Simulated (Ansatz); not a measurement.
**C3H9FTi (charge +1): geometry relaxation**

- system: C3H9FTi, charge +1, multiplicity 2
- method: UHF/aug-cc-pVDZ (Ansatz 0.2.0)

The run did not end well. The geometry comes from this level: PBE0-D4/def2-TZVP.

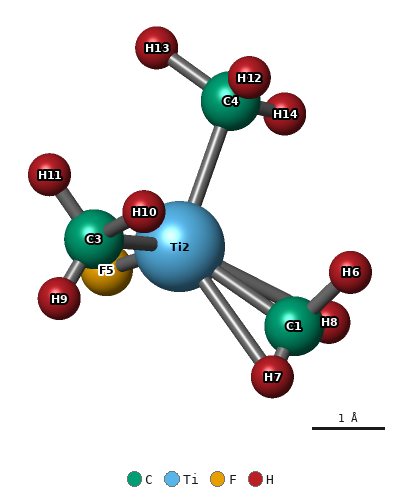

**Figure 1.** The input geometry (ball-and-stick view, seen at a tilt; atoms are numbered from 1 in the order of the input). Sticks mark near contacts. Bond lengths as drawn: C–H 0.83 to 1.36 Å, C–Ti 1.96 to 2.17 Å, F–Ti 1.75 Å and H–Ti 2.36 to 2.44 Å.

### Input file
```yaml
crystal:
  periodic: [false, false, false]
  atoms:
    - {symbol: C, position_ang: [-1.572621, 1.201129, 0.104391]}
    - {symbol: Ti, position_ang: [0.262765, 0.504442, -0.274593]}
    - {symbol: C, position_ang: [1.268221, 0.289926, 1.390063]}
    - {symbol: C, position_ang: [0.013321, -1.517010, -1.031705]}
    - {symbol: F, position_ang: [1.343249, 1.289906, -1.404186]}
    - {symbol: H, position_ang: [-2.250978, 0.210943, 0.431571]}
    - {symbol: H, position_ang: [-1.455374, 1.865352, 0.594003]}
    - {symbol: H, position_ang: [-1.903972, 1.301155, -1.071924]}
    - {symbol: H, position_ang: [1.547133, 1.124869, 1.839505]}
    - {symbol: H, position_ang: [0.548418, -0.428638, 2.247601]}
    - {symbol: H, position_ang: [2.048113, -0.483311, 1.398005]}
    - {symbol: H, position_ang: [-0.259681, -2.039033, -0.392720]}
    - {symbol: H, position_ang: [1.224103, -1.946619, -1.477957]}
    - {symbol: H, position_ang: [-0.671066, -1.315525, -1.852413]}
basis:
  gaussian: {orbitals: aug-cc-pVDZ}
total_charge: 1
magnetization: {spin_polarized: true, initial_magnetization: 1}
hamiltonian: {xc: {name: HF}}
relax: {f_tol: 0.0001, max_steps: 3}
```

Run on 8 threads of Arm Neoverse V1, 23 GiB of memory available, shared host.

Command:
```bash
ansatz run in.yaml --threads 8 --pin off --events-out ev --progress --plain --max-ram 18278MiB
```

### Log
```
Functional definition: HF
  name "HF"
  cite "Fock, Z. Phys. 61, 126 (1930) doi:10.1007/BF01340294"
  parent pbe
  exchange = exact_x
  correlation = 0
2420 factors; integrals over basis functions are off by at most 3.0e-4 eV
mean field evaluation 1: about -29000.4537 eV, gradient 5.2e1 eV
mean field evaluation 2: about -29000.4539 eV, gradient 5.2e1 eV
mean field evaluation 4: about -29012.3850 eV, gradient 7.8e0 eV
mean field evaluation 8: about -29013.2675 eV, gradient 1.2e0 eV
mean field evaluation 16: about -29013.4701 eV, gradient 1.6e-1 eV
mean field evaluation 32: about -29013.0464 eV, gradient 1.1e0 eV
mean field evaluation 64: about -29010.6644 eV, gradient 1.6e1 eV
mean field evaluation 96: about -29013.4412 eV, gradient 2.8e-1 eV
mean field evaluation 128: about -29010.6889 eV, gradient 4.1e0 eV
mean field evaluation 160: about -29012.7710 eV, gradient 8.6e-1 eV
mean field evaluation 192: about -29011.5829 eV, gradient 2.8e0 eV
mean field evaluation 224: about -29009.5620 eV, gradient 6.0e0 eV
mean field evaluation 256: about -29011.5482 eV, gradient 3.6e0 eV
mean field evaluation 288: about -29013.2899 eV, gradient 2.3e0 eV
mean field -29013.50437250 eV, -1066.2266196297 hartree, gradient 1.6e-5 eV, S^2 0.950950; 3 other end points of the search recorded, 0 dependent functions left out
the calculation of the forces begins
reference -29013.50437250 eV, -1066.2266196297 hartree; 29, 28 occupied and 203, 204 virtual orbitals, 2420 factors
relax step   1: F+E_penalty+E_count = -29013.50437250 eV  Δ(F+E_penalty+E_count) = +0.000e0 eV  max|allowed force component| = 1.932e1 eV/Å  Δτ_max = 0.0000 Å  (528 SCF iters, accepted)
these checks for a lower state are left out or cut short: starts, cluster_reference, orbital_swaps, neighbouring_geometries, increment
2420 factors; integrals over basis functions are off by at most 4.7e-4 eV
mean field -29019.75084471 eV, -1066.4561732496 hartree, gradient 2.6e-5 eV, S^2 1.053272; 0 other end points of the search recorded, 0 dependent functions left out
the calculation of the forces begins
reference -29019.75084471 eV, -1066.4561732496 hartree; 29, 28 occupied and 203, 204 virtual orbitals, 2420 factors
relax step   2: F+E_penalty+E_count = -29019.75084471 eV  Δ(F+E_penalty+E_count) = -6.246e0 eV  max|allowed force component| = 2.258e0 eV/Å  Δτ_max = 0.1988 Å  (71 SCF iters, accepted)
these checks for a lower state are left out or cut short: starts, cluster_reference, orbital_swaps, neighbouring_geometries, increment
2420 factors; integrals over basis functions are off by at most 4.9e-4 eV
mean field evaluation 320: about -29020.1645 eV, gradient 5.2e-1 eV
mean field -29020.17692502 eV, -1066.4718314120 hartree, gradient 2.1e-5 eV, S^2 1.227493; 0 other end points of the search recorded, 0 dependent functions left out
the calculation of the forces begins
reference -29020.17692502 eV, -1066.4718314120 hartree; 29, 28 occupied and 203, 204 virtual orbitals, 2420 factors
relax step   3: F+E_penalty+E_count = -29020.17692502 eV  Δ(F+E_penalty+E_count) = -4.261e-1 eV  max|allowed force component| = 1.305e0 eV/Å  Δτ_max = 0.1942 Å  (73 SCF iters, accepted)
```

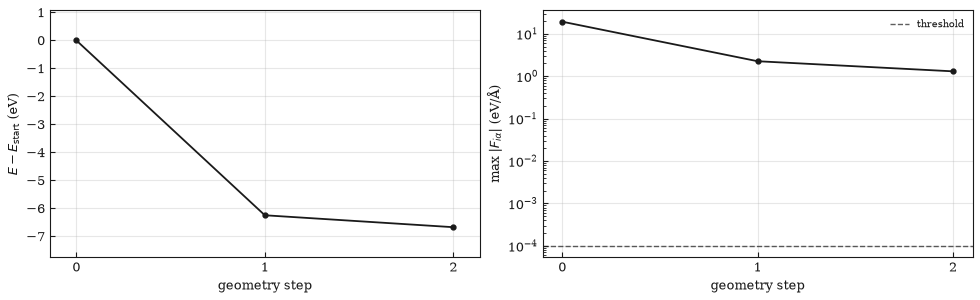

**Figure 2.** Progress of the relaxation, step by step (the first geometry is step 0 here and step 1 in the log).

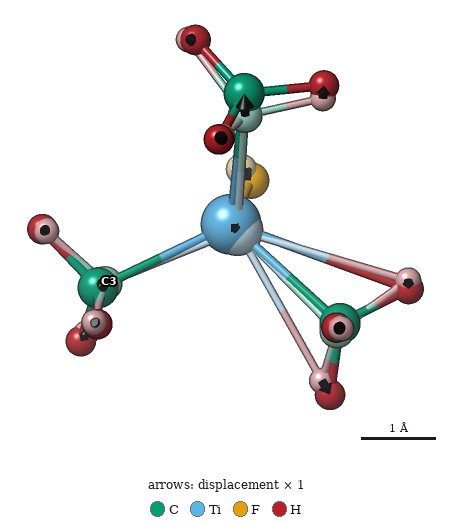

**Figure 3.** Start (faint) and end (solid) with the displacements as black arrows, at true length (ball-and-stick view, seen at a tilt). The two geometries are laid on each other by the best rigid fit. The relaxation stopped without meeting its thresholds, so the last structure isn't shown to be converged. The largest move after the best rigid fit is that of C4, 0.32 Å. By element the largest moves are C 0.32 Å, F 0.24 Å, H 0.22 Å, Ti 0.12 Å. Distances before and after: Ti2–H7 2.358 → 2.693 Å, C4–H13 1.360 → 1.073 Å, C1–H7 0.833 → 1.088 Å, Ti2–C4 2.173 → 2.418 Å. Among the angles that change: H10–C3–H11 90.0° → 109.3°, Ti2–C4–H12 109.8° → 93.6°, C1–Ti2–F5 122.2° → 110.4°. The energy falls by 6.673 eV in 2 geometry steps. The largest force component goes from 19 to 1.3 eV/Å. (Atoms are counted from 1 in the order of the input.)

```
Error: geometry relaxation did not converge after 3 steps: max|allowed force component| = 1.30e0 eV/Å (threshold 1.0e-4). Raise `relax.max_steps` over both its present limit and 3, loosen `relax.f_tol`, or start from a geometry closer to equilibrium. Where this run's directory can be resumed (`checkpoint.write`), a resume goes on for up to `relax.max_steps` more
```

### Trajectory as extended XYZ (Å, eV, eV/Å), 3 frames, from step=1 to step=3
```
14
Properties=species:S:1:pos:R:3:forces:R:3 step=1 energy=-29013.50437
C    -1.5726    1.2011    0.1044   -5.0315 -19.3184 -14.7915
Ti    0.2628    0.5044   -0.2746    0.8937   0.3541  -0.3737
C     1.2682    0.2899    1.3901   -2.9295  -7.4776   2.1833
C     0.0133   -1.5170   -1.0317    8.9458   4.2163 -14.2016
F     1.3432    1.2899   -1.4042   -0.2108   0.4967  -0.3389
H    -2.2510    0.2109    0.4316    2.0458   3.1586  -0.1714
H    -1.4554    1.8654    0.5940    1.4261  16.4501  11.9259
H    -1.9040    1.3012   -1.0719    0.7453   0.6879   3.1282
H     1.5471    1.1249    1.8395    1.4752   4.0920   2.3565
H     0.5484   -0.4286    2.2476    1.4233   2.7373  -2.5900
H     2.0481   -0.4833    1.3980    0.5012   0.6657  -0.7503
H    -0.2597   -2.0390   -0.3927   -5.1048  -8.8299  11.8930
H     1.2241   -1.9466   -1.4780   -4.0973   2.1595   1.6786
H    -0.6711   -1.3155   -1.8524   -0.0824   0.6077   0.0520
14
Properties=species:S:1:pos:R:3:forces:R:3 step=2 energy=-29019.75084
C    -1.5780    1.1316    0.0278   -1.2654  -2.0895  -2.0784
Ti    0.3196    0.4489   -0.2872    0.7177   0.2259  -0.2829
C     1.2508    0.2079    1.4693   -0.9888  -2.2581   1.3820
C     0.0760   -1.6644   -1.1494    1.1743  -0.3440  -1.7990
F     1.3147    1.3564   -1.4197   -0.2278   0.1652  -0.0220
H    -2.1853    0.2591    0.4099    0.7287   1.0431   0.0063
H    -1.5210    1.9743    0.6493   -0.3003   1.3096   0.9322
H    -1.9117    1.3276   -1.0353    0.3129   0.2433   1.1670
H     1.5445    1.1298    1.9148    0.3544   0.8615   0.4118
H     0.5218   -0.3350    2.1958    1.1123   0.9351  -1.1676
H     2.1286   -0.4585    1.3406   -0.3128   0.4242  -0.0055
H    -0.2970   -2.1677   -0.3016   -0.4856  -0.6675   1.0692
H     1.1489   -1.8798   -1.4423   -1.5226   0.4430   0.1427
H    -0.6703   -1.2725   -1.8723    0.7029  -0.2919   0.2441
14
Properties=species:S:1:pos:R:3:forces:R:3 step=3 energy=-29020.17692
C    -1.5674    1.1550    0.0058   -1.3045   0.4949  -0.1422
Ti    0.3697    0.4509   -0.2886    0.7803   0.1822  -0.5004
C     1.2528    0.1938    1.5281    0.1142  -0.3199   0.1924
C     0.0857   -1.7656   -1.2130   -1.0100   0.0040  -0.0677
F     1.2467    1.5058   -1.4077   -0.2244  -0.1337   0.2022
H    -2.1177    0.3046    0.4172    0.2085  -0.1047   0.1041
H    -1.6004    2.0206    0.6638    0.2093  -0.0214   0.0542
H    -1.9273    1.4060   -1.0012    0.2865  -0.0426   0.1031
H     1.5500    1.1453    1.9677    0.0564   0.0747   0.0465
H     0.5602   -0.3175    2.2104    0.1064   0.0357  -0.0216
H     2.1491   -0.4326    1.3799   -0.2005   0.1777   0.1000
H    -0.3241   -2.1756   -0.2848    0.1529   0.0076  -0.2341
H     1.0924   -2.0069   -1.4948    0.3919  -0.1268  -0.1535
H    -0.6280   -1.4262   -1.9831    0.4330  -0.2277   0.3170
```

### What the run reported

```json
{"quantity": "outcome", "value": "not converged"}
{"quantity": "wall time", "value": "72 s (CPU time 8.8 min)"}
{"quantity": "peak memory", "value": "1.2 GiB"}
```

### Diagnosis

The input was spoiled on purpose: the optimiser is allowed too few steps. The run did not converge: “geometry relaxation did not converge after 3 steps: max|allowed force component| = 1.30e0 eV/Å (threshold 1.0e-4). Raise `relax.max_steps` over both its present limit and 3, loosen `relax.f_tol`, or start from a geometry closer to equilibrium …” Its last values are not results.
